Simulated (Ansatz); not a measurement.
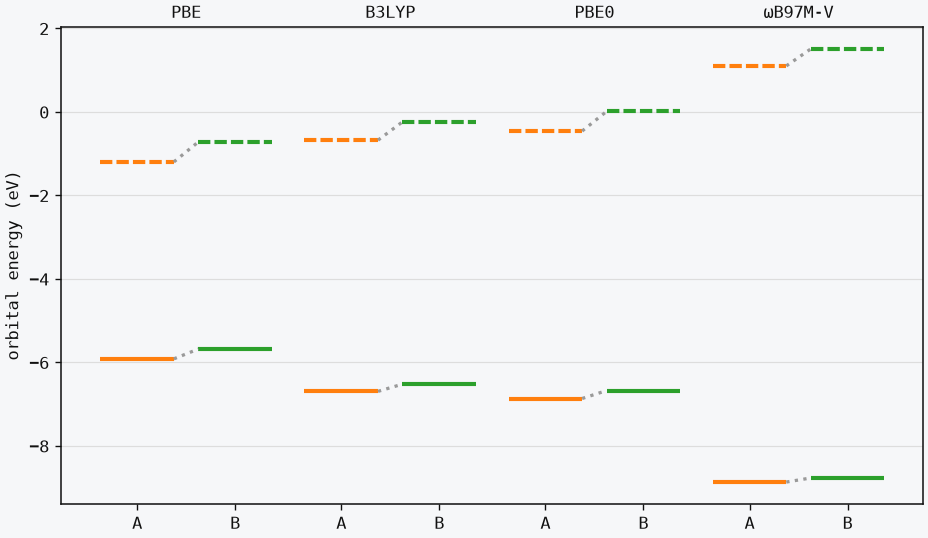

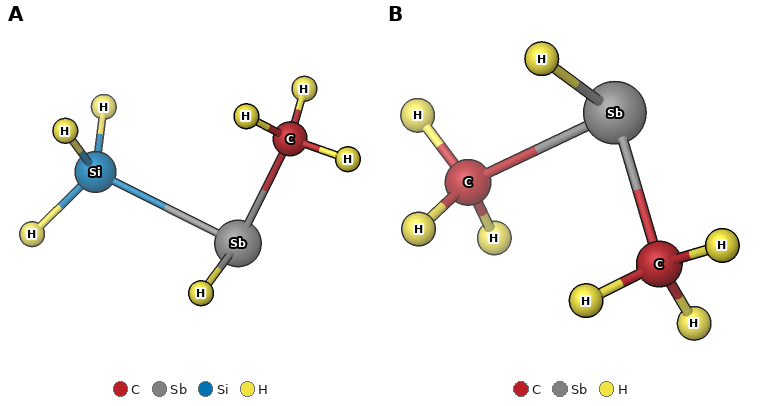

One change: A, CH₇SbSi (SMILES [CH3][SbH][SiH3]), becomes B, C₂H₇Sb (SMILES [CH3][SbH][CH3]). SiH₃ on Sb is replaced by CH₃. HOMO (solid) and LUMO (dashed) computed in def2-TZVPP at PBE0-D4/def2-TZVP geometries, both minima by their frequencies, gas phase, the Ansatz code 0.2.0. Empty levels above zero depend strongly on the basis.

Q: What does the change do to HOMO and LUMO?

A: PBE: the HOMO rises by 0.24 eV, the LUMO rises by 0.48 eV, and the separation goes from 4.72 to 4.96 eV. B3LYP: the HOMO rises by 0.17 eV, the LUMO rises by 0.44 eV, and the separation goes from 6.02 to 6.28 eV. PBE0: the HOMO rises by 0.19 eV, the LUMO rises by 0.47 eV, and the separation goes from 6.41 to 6.69 eV. ωB97M-V: the HOMO rises by 0.10 eV, the LUMO rises by 0.41 eV, and the separation goes from 9.97 to 10.28 eV.

Q: Do the functionals agree on the effect?

A: They agree on the direction for both levels; the HOMO shift lies between 0.10 and 0.24 eV and the LUMO shift between 0.41 and 0.48 eV, while the separations themselves differ by up to 5.3 eV between functionals.

Caveats: core potentials past krypton; spin-orbit coupling is left out, and with Sb it can shift these values.
